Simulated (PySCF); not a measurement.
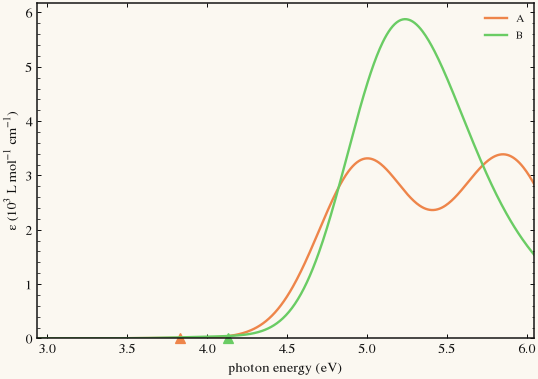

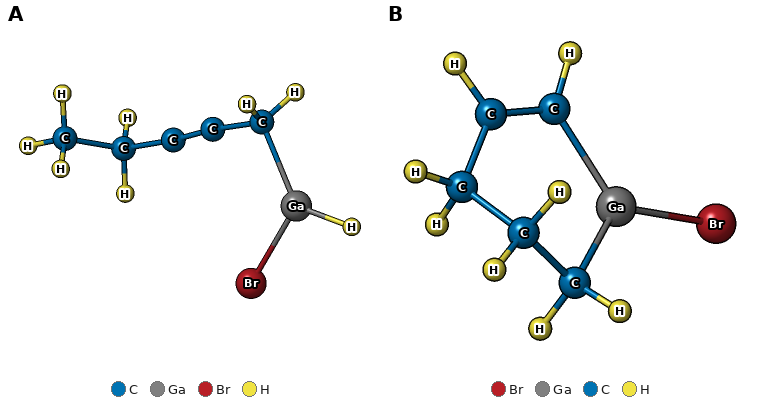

Related molecules: A is C₅H₈BrGa, SMILES CCC#C[CH2][GaH][Br], singlet; B is C₅H₈BrGa, SMILES [Br][Ga]1[CH]=CCC[CH2]1, singlet. Vertical TDDFT absorption, B3LYP/def2-SVPD in PySCF 2.14.0, at a GFN2-xTB geometry (no frequency check); Gaussians of 1/e half-width 0.40 eV, triangles mark S1, and the range ends where the computed states of one molecule run out.

How does the lowest singlet move?

Answer. A: 3.83 eV (f = 0.000, mainly HOMO → LUMO (99 %)); B: 4.13 eV (f = 0.001, mainly HOMO → LUMO (99 %)). From A to B it shifts 0.30 eV to the blue.

And the brightest state of each within the range drawn?

Answer. A: S4 at 4.98 eV, f = 0.08; B: S2 at 5.11 eV, f = 0.10.

Limits of at least one run: core orbitals are frozen in the response; one conformer of a flexible molecule; spin-orbit coupling is left out, and with Br it can shift these levels and split any degenerate set; the tight-binding geometry is rougher than a DFT one and adds to the error.
